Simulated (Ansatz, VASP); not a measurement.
## SnPPt: VASP beside Ansatz

One calculation is typed for both programs; each brings its own data sets. How far apart do they land? The cell is invented: As first built, before any earlier steps moved the atoms (in the runner's words): it takes the SrPPt structure with some of its atoms replaced by other elements, volume scaled by an estimate. It may not be a known or stable phase. The cell is taken from a series of VASP runs on this material, whose earlier steps may have relaxed, scaled or displaced it; both programs get it as it stands. Other levels of theory on this material are compared in a session of their own. Valence electrons are named where the data sets of a main pair hold unlike numbers.

Calculated with Ansatz 0.2.0; plane waves, with VASP 6.6.1 beside it; band structure at LDA.

### Step 1. Starting point

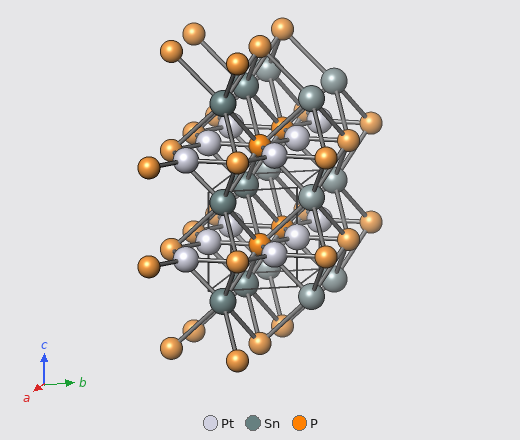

Start, viewed slightly off an axis; platinum light grey, tin teal, phosphorus orange. 2×1×2 cells are drawn. Some periodic images of atoms are drawn too.

### Step 2. Ansatz: band structure, LDA

Ansatz runs on its default PAW (the set named soft_2) files.

A single point gives forces, pressure and levels at one fixed geometry, so differences don't come from the geometry; what else differs is listed under the comparison.

input.yaml reads:

```yaml
crystal:
  lattice:
    - [3.9731288998, 1.5e-08, 0.0]
    - [-1.9865649241, 3.4408311824, 0.0]
    - [0.0, 0.0, 4.3548036121]
  atoms:
    - { symbol: Pt, position: [0.0, 0.0, 0.5] }
    - { symbol: Sn, position: [0.66666667, 0.33333333, 0.0] }
    - { symbol: P, position: [0.33333333, 0.66666667, 0.5] }
hamiltonian:
  xc: lda
  pseudopotentials: { kind: paw }
kpoints:
  mp_grid: { grid: [7, 7, 5] }
  band_path:
    path:
      - [0.0, 0.0, 0.0]
      - [0.13333, 0.0, 0.0]
      - [0.3, 0.0, 0.0]
      - [0.46667, 0.0, 0.0]
      - [0.46667, 0.06667, 0.0]
      - [0.41111, 0.17778, 0.0]
      - [0.35556, 0.28889, 0.0]
      - [0.28889, 0.28889, 0.0]
      - [0.17778, 0.17778, 0.0]
      - [0.06667, 0.06667, 0.0]
      - [0.0, 0.0, 0.03333]
      - [0.0, 0.0, 0.2]
      - [0.0, 0.0, 0.36667]
      - [0.0, 0.0, 0.5]
      - [0.16667, 0.0, 0.5]
      - [0.3, 0.0, 0.5]
      - [0.46667, 0.0, 0.5]
      - [0.46667, 0.06667, 0.5]
      - [0.41111, 0.17778, 0.5]
      - [0.35556, 0.28889, 0.5]
      - [0.28889, 0.28889, 0.5]
      - [0.17778, 0.17778, 0.5]
      - [0.06667, 0.06667, 0.5]
      - [0.5, 0.0, 0.46667]
      - [0.5, 0.0, 0.3]
      - [0.5, 0.0, 0.13333]
      - [0.33333, 0.33333, 0.0]
      - [0.33333, 0.33333, 0.16667]
      - [0.33333, 0.33333, 0.33333]
      - [0.33333, 0.33333, 0.5]
    npoints: 1
scf:
  occupations: { method: gaussian, width: 0.05 }
  n_extra_bands: 7
output:
  forces: true
  stress: true
  eigenvalues: true
  write_density: true
  write_potential: true
  elf: true
  volumetric_format: npy
```

On the command line:

```
$ ansatz run input.yaml --threads 2 --pin off --max-ram 4608MiB --backend cpu --events-out ev --progress --plain --runs-dir out
```

Numbers of over 12 decimals in the logs are rounded to 6 here.

The program printed:

```text
Warning: the atoms were moved onto the symmetric positions of the space group found under crystal.symmetry.tolerance 1.0e-5 (fractional; no operation is sought that the atoms, as they stand in a round, miss by more than twice it, and no atom is moved by as much as it), and the run uses the moved positions. Before a round's move an operation carried an atom to 3.97e-8 Å from where it should land, the largest such dist [...]
scf.n_extra_bands = 7 over 19 filled bands (N_el = 37.0): the run solves 26 bands
Engine: ansatz 0.2.0, aarch64-unknown-linux-gnu
Pseudopotentials: kind: paw
Pseudopotential: Pt, paw, valence charge 18, recommended cutoff 420 eV (normal), Pt.paw.azcp
Pseudopotential: Sn, paw, valence charge 14, recommended cutoff 420 eV (normal), Sn.paw.azcp
Pseudopotential: P, paw, valence charge 5, recommended cutoff 420 eV (normal), P.paw.azcp
Functional definition: SPW92
  exchange = slater_x
  correlation = pw_c
Crystal: 3 atoms, lattice volume = 59.534 Å³
Basis set: ecut = 420 eV, 1155 PW (Γ)
Bands: 26, of which v1, the nominal top of the filled ones, is band 19 counted from 1 (18 counted from 0)
Symmetry: 12 space group operations
Space group: P-6m2 (ITA 187), of the structure as read, at distance tolerance 3.9e-5 Å
k-points: 24 of 245 (time reversal used)
Non-local potential: Pt, projectors of the file, l = 0: 3, l = 1: 2, l = 2: 2, l = 3: 1
Non-local potential: Sn, projectors of the file, l = 0: 2, l = 1: 2, l = 2: 2, l = 3: 2
Non-local potential: P, projectors of the file, l = 0: 2, l = 1: 2, l = 2: 2
PAW form: soft (Blöchl's): semilocal exchange-correlation on the pseudo side does not see the compensation charge
PAW frozen core: Pt, regenerated for the run's functional, and the local potential with it (the file was generated under x = pbe(κ = 0.804, μ = 0.219515), c = pbe(β = 0.066725))
PAW frozen core: Sn, regenerated for the run's functional, and the local potential with it (the file was generated under x = pbe(κ = 0.804, μ = 0.219515), c = pbe(β = 0.066725))
PAW frozen core: P, regenerated for the run's functional, and the local potential with it (the file was generated under x = pbe(κ = 0.804, μ = 0.219515), c = pbe(β = 0.066725))
PAW one-centre angular grid: Pt, 590 points (default); XC on 64 Gauss nodes
PAW one-centre angular grid: Sn, 590 points (default); XC on 64 Gauss nodes
PAW one-centre angular grid: P, 110 points (default); XC on 64 Gauss nodes
Initial density: superposition of atomic densities (neutral atoms: chi_scale 0, normalization atom), corrected by the library's trained network
Initial wavefunctions: pseudopotential atomic-orbital guess
Functional: x = slater, c = lda
SCF iter   1: F=—  HF=-18851.120065 eV  |F-HF|=—  |Δ(HF+E_count)|=         —  Δρ=7.74e-3  dr2=2.01e-2  ethr=1.77e-3  ⟨swp⟩=6.8  Hψ=3201  notcnv=0  defer=4
preconditioner: auto → Kerker (q_TF=auto, 2.520 Å⁻¹)  [metal: Δε(μ)=0.016 eV  Ē_g=15.830 eV  σ=0.050 eV  W_gap=0.18  n_scr=20 (ndim 8)  ℏωp=25.9 eV  f_vac=0.000  D(μ)=3.07/eV (n_scr^D=22)]
SCF iter   2: F=—  HF=-18851.115556 eV  |F-HF|=—  |Δ(HF+E_count)|=   4.51e-3  Δρ=4.08e-3  dr2=6.51e-3  ethr=5.43e-5  ⟨swp⟩=2.2  Hψ=1100  notcnv=0  defer=21
SCF iter   3: F=—  HF=-18851.113553 eV  |F-HF|=—  |Δ(HF+E_count)|=   2.00e-3  Δρ=8.70e-4  dr2=5.68e-4  ethr=1.76e-5  ⟨swp⟩=2.0  Hψ=898  notcnv=0  defer=21
SCF iter   4: F=—  HF=-18851.113421 eV  |F-HF|=—  |Δ(HF+E_count)|=   1.32e-4  Δρ=2.92e-4  dr2=6.96e-5  ethr=1.53e-6  ⟨swp⟩=2.0  Hψ=730  notcnv=0  defer=21
SCF iter   5: F=—  HF=-18851.113389 eV  |F-HF|=—  |Δ(HF+E_count)|=   3.15e-5  Δρ=8.46e-5  dr2=5.86e-6  ethr=1.88e-7  ⟨swp⟩=2.3  Hψ=731  notcnv=0  defer=21
SCF iter   6: F=—  HF=-18851.113387 eV  |F-HF|=—  |Δ(HF+E_count)|=   1.92e-6  Δρ=2.05e-5  dr2=3.43e-7  ethr=1.58e-8  ⟨swp⟩=2.0  Hψ=910  notcnv=0  defer=21
SCF iter   7: F=-18851.113387 eV  HF=-18851.113387 eV  |F-HF|=2.73e-8  |Δ(HF+E_count)|=   4.51e-8  Δρ=6.52e-6  dr2=4.74e-8  ethr=2.70e-10  ⟨swp⟩=14.9  Hψ=4467  notcnv=0
SCF 1 converged in 7 iterations: F = -18851.113387 eV  dr2 = 4.74e-8
  greatest PAW one-centre occupation: 1.000 electrons in one spin orbital (limit 2), on the Pt atom at site 0 (counted from 0), in its partial waves of l = 0
NSCF: frozen V_eff on 30 k-points
SCF converged after 7 iterations
Free energy (F): -18851.113387 eV
Harris-Foulkes:  -18851.113387 eV  (|F-HF|=2.73e-8)
Internal energy: -18851.109694 eV  (E = F + TS)
E sigma→0 (E₀):  -18851.111541 eV
Entropy (-TS):   -0.003693 eV (-1.231 meV/atom)
Fermi energy:    12.873851 eV
--- Per-component energies (eV) ---
  E_band       = -338.498701
  E_kinetic    = 899.682874
  E_local      = -3136.765907  (includes V_loc(G=0)·N_el)
  E_nonlocal   = 212.526842
  E_hartree    = 1402.414549
  E_xc         = -703.312986
  E_vxc        = -465.408427  (∫ρ·V_xc dr)
  E_paw        = -13709.299271  (= ΣΔE_a)
  E_vpaw       = -653.353494  (= ΣTr[D̂ρ^β])
  E_aug_tail   = 0.000169  (compensation charges beyond the density's cutoff)
  E_ewald      = -3817.362084
  E_core_change = 1.006119  (= ΣΔE_core)
  E_smearing   = -0.003693  (= −TS)
  E_closure    = 0.000000  (closes the sum)
  Σ components = -18851.113387   (vs F -18851.113387, Δ=0.00e0)
--- Forces (eV/Å), atoms counted from 1 ---
  atom   1  Pt    -0.00000000     0.00000000     0.00000000
  atom   2  Sn     0.00000000     0.00000000     0.00000000
  atom   3  P     -0.00000000     0.00000000     0.00000000
  max |Σ_I F_I| component: 2.04e-16 eV/Å
--- Stress (GPa, compression-positive) ---
       -0.274782      -0.000000       0.000000
        0.000000      -0.274782       0.000000
        0.000000       0.000000       0.018847
  P = ⅓ Tr σ = -0.1769 GPa (-1.769 kbar)
--- Band table (eV; the first three rows and the last of 24) ---
  k-point 0: bands = [... 15 lower, 9.7631, 11.4030, 15.1284, 15.1284, 15.5335, 16.2563, 16.2563, 17.9513, ... 3 higher]
  k-point 1: bands = [... 15 lower, 9.6902, 11.9603, 15.3471, 15.3471, 15.5724, 16.2188, 16.2188, 17.7922, ... 3 higher]
  k-point 2: bands = [... 15 lower, 9.9145, 13.0812, 14.4586, 15.7270, 15.7270, 16.1138, 16.1138, 19.2836, ... 3 higher]
  k-point 23: bands = [... 15 lower, 9.8695, 10.7953, 10.9762, 11.7330, 12.8685, 17.1501, 18.2758, 19.0227, ... 3 higher]
```

Wall time 8.2 s (2 threads of Arm Neoverse N1, shared host); peak memory 0.35 GiB.

### Step 3. VASP: band structure, LDA

The same cell, functional (in two slightly different forms), mesh and smearing now go to VASP, with its own data sets.

Lines of VASP's logs that name or quote its potential files are left out, and so is its time.

INCAR reads:

```
SYSTEM = SnPPt
PREC = Accurate
ENCUT = 400
EDIFF = 1E-06
NELM = 100
ISMEAR = 0
SIGMA = 0.05
LREAL = .FALSE.
ALGO = Normal
GGA = CA
NBANDS = 27
LORBIT = 11
LWAVE = .FALSE.
LCHARG = .FALSE.
```

POSCAR reads:

```
SnPPt
1.0
    3.9731288998      0.0000000150      0.0000000000
   -1.9865649241      3.4408311824      0.0000000000
    0.0000000000      0.0000000000      4.3548036121
Pt Sn P
1 1 1
Direct
    0.0000000000      0.0000000000      0.5000000000
    0.6666666700      0.3333333300      0.0000000000
    0.3333333300      0.6666666700      0.5000000000
```

KPOINTS reads:

```
Automatic mesh
0
Gamma
7 7 5
0 0 0
```

KPOINTS_OPT reads:

```
Line mode
16
Line-mode
Reciprocal
  0.00000000   0.00000000   0.00000000 GAMMA
  0.50000000   0.00000000   0.00000000 M

  0.50000000   0.00000000   0.00000000 M
  0.33333333   0.33333333   0.00000000 K

  0.33333333   0.33333333   0.00000000 K
  0.00000000   0.00000000   0.00000000 GAMMA

  0.00000000   0.00000000   0.00000000 GAMMA
  0.00000000   0.00000000   0.50000000 A

  0.00000000   0.00000000   0.50000000 A
  0.50000000   0.00000000   0.50000000 L

  0.50000000   0.00000000   0.50000000 L
  0.33333333   0.33333333   0.50000000 H

  0.33333333   0.33333333   0.50000000 H
  0.00000000   0.00000000   0.50000000 A

  0.50000000   0.00000000   0.50000000 L
  0.50000000   0.00000000   0.00000000 M

  0.33333333   0.33333333   0.00000000 K
  0.33333333   0.33333333   0.50000000 H
```

The projector-augmented-wave data sets are Pt, Sn_d and P (LDA family, release 64).

On the command line:

```
$ mpirun -np 1 vasp_std
```

The program printed:

```text
[banner, memory and clock lines left out]
running    1 mpi-ranks, on    1 nodes
 distrk:  each k-point on    1 cores,    1 groups
 distr:  one band on    1 cores,    1 groups

 POSCAR found type information on POSCAR PtSnP
 POSCAR found :  3 types and       3 ions
 LDA part: xc-table for (Slater(with rela. corr.)+CA(PZ))
 , standard interpolation
 POSCAR, INCAR and KPOINTS ok, starting setup
 FFT: planning ... GRIDC
 FFT: planning ... GRID_SOFT
 FFT: planning ... GRID
 WAVECAR not read
 entering main loop
       N       E                     dE             d eps       ncg     rms          rms(c)
DAV:   1     0.206280395559E+03    0.20628E+03   -0.11224E+04  1425   0.118E+03
DAV:   2     0.267332354249E+01   -0.20361E+03   -0.18916E+03  1329   0.357E+02
DAV:   3    -0.186964883475E+02   -0.21370E+02   -0.20951E+02  1485   0.904E+01
DAV:   4    -0.193000569511E+02   -0.60357E+00   -0.60270E+00  1580   0.153E+01
DAV:   5    -0.193139199938E+02   -0.13863E-01   -0.13861E-01  1590   0.253E+00    0.135E+01
DAV:   6    -0.187841039295E+02    0.52982E+00   -0.26999E+00  1469   0.912E+00    0.721E+00
DAV:   7    -0.186717093772E+02    0.11239E+00   -0.54798E-01  1556   0.468E+00    0.385E+00
DAV:   8    -0.186367221298E+02    0.34987E-01   -0.71626E-02  1543   0.146E+00    0.521E-01
DAV:   9    -0.186357177188E+02    0.10044E-02   -0.50574E-03  1590   0.468E-01    0.195E-01
DAV:  10    -0.186355799839E+02    0.13773E-03   -0.53205E-04  1620   0.170E-01    0.650E-02
DAV:  11    -0.186355680841E+02    0.11900E-04   -0.49411E-05  1621   0.430E-02    0.236E-02
DAV:  12    -0.186355686456E+02   -0.56149E-06   -0.45885E-06  1462   0.103E-02
   1 F= -.18635569E+02 E0= -.18633717E+02  d E =-.370259E-02
 Start KPOINTS_OPT (optional k-point list driver)
k-point batch [1-24\144]
       N       E                     dE             ncg
DAV:   1     0.387313877017E+04   -0.79582E+04     1466
DAV:   2    -0.927045453520E+03   -0.48002E+04     1363
DAV:   3    -0.143070126329E+04   -0.50366E+03     1521
DAV:   4    -0.144533006809E+04   -0.14629E+02     1522
DAV:   5    -0.144568133835E+04   -0.35127E+00     1617
DAV:   6    -0.144569601788E+04   -0.14680E-01     1553
DAV:   7    -0.144569702510E+04   -0.10072E-02     1851
DAV:   8    -0.144569703546E+04   -0.10363E-04     1380
DAV:   9    -0.144569703573E+04   -0.26790E-06      878
[...]
k-point batch [121-144\144]
       N       E                     dE             ncg
DAV:   1     0.369677233006E+04   -0.16726E+05     1479
DAV:   2    -0.101108165633E+04   -0.47079E+04     1352
DAV:   3    -0.151304256267E+04   -0.50196E+03     1562
DAV:   4    -0.152754727818E+04   -0.14505E+02     1594
DAV:   5    -0.152791722119E+04   -0.36994E+00     1710
DAV:   6    -0.152792968424E+04   -0.12463E-01     1625
DAV:   7    -0.152793031128E+04   -0.62704E-03     1840
DAV:   8    -0.152793032293E+04   -0.11645E-04     1359
DAV:   9    -0.152793032331E+04   -0.37842E-06     1155
```

OUTCAR, selected parts (step 3):

```text
ion  position               nearest neighbor table
   1  0.000  0.000  0.500-   3 2.29   3 2.29   3 2.29   2 3.16   2 3.16   2 3.16   2 3.16   2 3.16
                             2 3.16
   2  0.667  0.333  0.000-   3 3.16   3 3.16   1 3.16   1 3.16   1 3.16   1 3.16   3 3.16   3 3.16
                             3 3.16   3 3.16   1 3.16   1 3.16
   3  0.333  0.667  0.500-   1 2.29   1 2.29   1 2.29   2 3.16   2 3.16   2 3.16   2 3.16   2 3.16
                             2 3.16

  LATTYP: Found a hexagonal cell.
 ALAT       =     3.9731288998
 C/A-ratio  =     1.0960640145

 Subroutine GETGRP returns: Found 12 space group operations
 (whereof 12 operations were pure point group operations)

The static configuration has the point symmetry D_3h.

 Found     24 irreducible k-points:

   k-points           NKPTS =     24   k-points in BZ     NKDIM =     24   number of bands    NBANDS=     27

   dimension x,y,z NGX =    28 NGY =   28 NGZ =   28
   dimension x,y,z NGXF=    56 NGYF=   56 NGZF=   56

   ENCUT  =  400.0 eV  29.40 Ry    5.42 a.u.   6.48  6.48  7.10*2*pi/ulx,y,z

   NELECT =      29.0000    total number of electrons

 k-points in reciprocal lattice and weights: Automatic mesh
   0.00000000  0.00000000  0.00000000       0.004
   0.14285714  0.00000000  0.00000000       0.024
   0.28571429 -0.00000000  0.00000000       0.024
   0.42857143  0.00000000  0.00000000       0.024
   0.14285714  0.14285714  0.00000000       0.024
   0.28571429  0.14285714  0.00000000       0.049
   0.42857143  0.14285714  0.00000000       0.024
   0.28571429  0.28571429  0.00000000       0.024
   0.00000000  0.00000000  0.20000000       0.008
[...]
0.42857143  0.14285714  0.40000000       0.049
   0.28571429  0.28571429  0.40000000       0.049

 average (electrostatic) potential at core
       1 -65.9960       2 -98.1254       3 -81.7394

 E-fermi :   8.3305

 k-point     1 :       0.0000    0.0000    0.0000
  band No.  band energies     occupation
    ...
      9       2.1765      2.00000
     10       4.6945      2.00000
     11       5.2214      2.00000
     12       5.2214      2.00000
     13       6.8769      2.00000
     14      10.5887      0.00000
     15      10.5887      0.00000
     16      11.0195      0.00000
     17      11.7062      0.00000
     18      11.7062      0.00000
    ...

 k-point     2 :       0.1429    0.0000    0.0000
  band No.  band energies     occupation
    ...
      9       2.6136      2.00000
     10       4.1536      2.00000
     11       5.1897      2.00000
     12       6.0618      2.00000
     13       6.7997      2.00000
     14       8.4644      0.00015
     15       9.3129      0.00000
     16      11.1531      0.00000
     17      12.5698      0.00000
     18      12.7082      0.00000
    ...

 k-point     3 :       0.2857   -0.0000    0.0000
  band No.  band energies     occupation
    ...
     11       5.1200      2.00000
     12       5.5112      2.00000
     13       7.2402      2.00000
     14       7.2749      2.00000
     15       7.7442      2.00000
     16      10.9272      0.00000
     17      11.3720      0.00000
     18      12.7536      0.00000
     19      13.0267      0.00000
     20      16.1415      0.00000
    ...

  Total       -0.0049403     -0.0049403     -0.0047437      0.0000000     -0.0000000      0.0000000
  in kB       -0.1329545     -0.1329546     -0.1276622      0.0000000     -0.0000000      0.0000000
  external PRESSURE =      -0.1311904 kB  Pullay stress =       0.0000000 kB

  energy-cutoff  :      400.00
  volume of cell :       59.53
      direct lattice vectors                 reciprocal lattice vectors
     3.973128900  0.000000015  0.000000000     0.251690802  0.145313760  0.000000000
    -1.986564924  3.440831182  0.000000000    -0.000000001  0.290627452  0.000000000
     0.000000000  0.000000000  4.354803612     0.000000000  0.000000000  0.229631480

 POSITION                                       TOTAL-FORCE (eV/Angst)
 -----------------------------------------------------------------------------------
      0.00000      0.00000      2.17740        -0.000000      0.000000      0.000000
      1.98656      1.14694      0.00000         0.000000     -0.000000      0.000000
     -0.00000      2.29389      2.17740        -0.000000      0.000000      0.000000
 -----------------------------------------------------------------------------------
    total drift:                               -0.000005      0.000009     -0.000000

  FREE ENERGIE OF THE ION-ELECTRON SYSTEM (eV)
  ---------------------------------------------------
  free  energy   TOTEN  =       -18.6355686456 eV

  energy  without entropy=      -18.6318660526  energy(sigma->0) =      -18.63371735

 total charge
# of ion       s       p       d       tot
------------------------------------------
    1        0.749   0.641   8.198   9.589
    2        1.397   0.715   9.995  12.107
    3        1.054   1.385   0.000   2.439
--------------------------------------------------
tot          3.201   2.741  18.193  24.135

[... 3 further parts left out ...]
```

Spin-orbit coupling is off here; with elements this heavy it splits and shifts levels by tenths of an eV or more.

### Step 4. Side by side

Known differences besides the potentials themselves: the two LDA forms differ slightly; the data sets hold 37 valence electrons in Ansatz (on its default PAW (the set named soft_2) files) and 29 in VASP; the cutoff is 420 eV in Ansatz and 400 eV in VASP; VASP's log shows a relativistic correction to its local exchange, Ansatz's none. Total energies have different zeros and are not compared.

Compared:

```tsv
quantity	Ansatz	VASP	difference
pressure (GPa)	-0.18	-0.01	-0.16
```

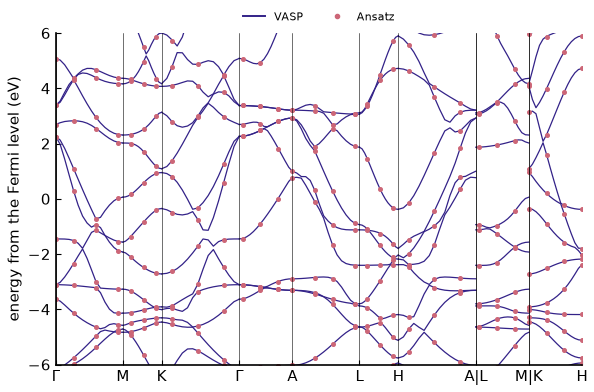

Bands from VASP (lines) and levels from Ansatz (dots). Dots without a line are higher empty bands that the VASP plot leaves out.

Levels from 3 eV below to 2 eV above the Fermi level differ by 10 meV r.m.s. and 18 meV at most; each VASP level is matched to the nearest of Ansatz, which flatters the figure a little. Ansatz's pressure holds a Pulay correction of 0.05 GPa; VASP's holds none.

### Step 5. Results

```yaml
r_m_s_difference_of_levels_near_the_fermi_level_band_structure_lda: 9.6 meV
```

What this shows: The r.m.s. difference of levels near the Fermi level is 9.6 meV (band structure, LDA), within the 80 meV picked in this series as the mark of a large difference. The data sets hold unlike numbers of valence electrons (37 in Ansatz and 29 in VASP), so part of the differences comes from the potentials. 3 further runs of this series are not shown here. How closely two codes agree says nothing of how well the functional describes the real material.

[Lines on the potential files, build, host, timing and source positions are cut from VASP's logs without a mark.]

[Logs are printed without paths, hosts, clocks, repeated set-up lines and the standing remarks that a program may print on its own settings, such as how far it seeks lower states.]

[Hosts, paths, dates, database ids (printed as entryN), source tags and the programs' standing remarks are cut or masked in the printed files.]
